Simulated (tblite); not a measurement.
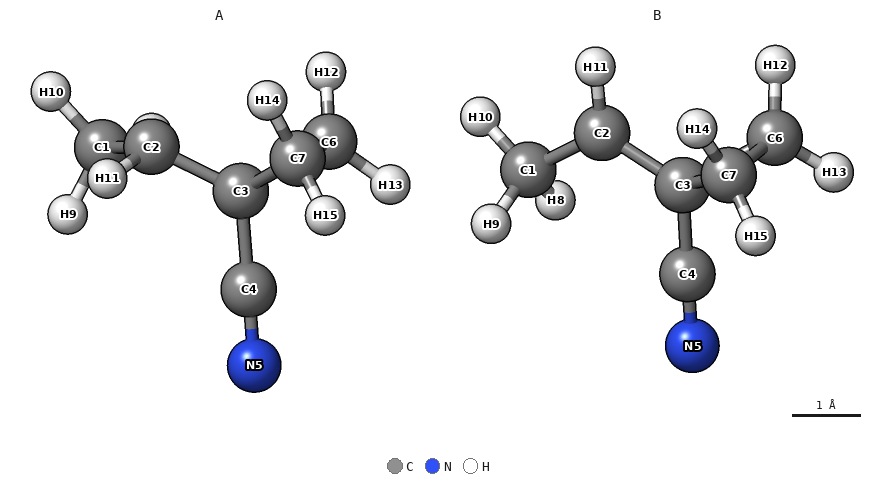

Two geometries of C₆H₈N (multiplicity 2), drawn at one scale. One is the start of a relaxation, the other its converged end. The picture is a ball-and-stick view, seen at a tilt.

Theory: GFN2-xTB geometry optimisation, gas phase in tblite 0.8.0. 

Q: Which geometry has the lower energy?

A: Structure B is the relaxed one. H11 moves most after the best rigid fit: 1.93 Å. Largest moves by element: H 1.93 Å, N 0.60 Å, C 0.44 Å. Near-neighbour distances that change, for instance: C3–C4 1.492 → 1.427 Å, C6–H13 1.126 → 1.080 Å, C2–H11 1.120 → 1.076 Å, C1–H10 1.119 → 1.087 Å. Bond angles that change, for instance: C1–C2–H11 108.8° → 120.1°, C3–C2–H11 107.9° → 117.7°, C7–C6–H13 110.4° → 118.7°. Over 109 geometry steps the energy falls by 19.5 kcal/mol.
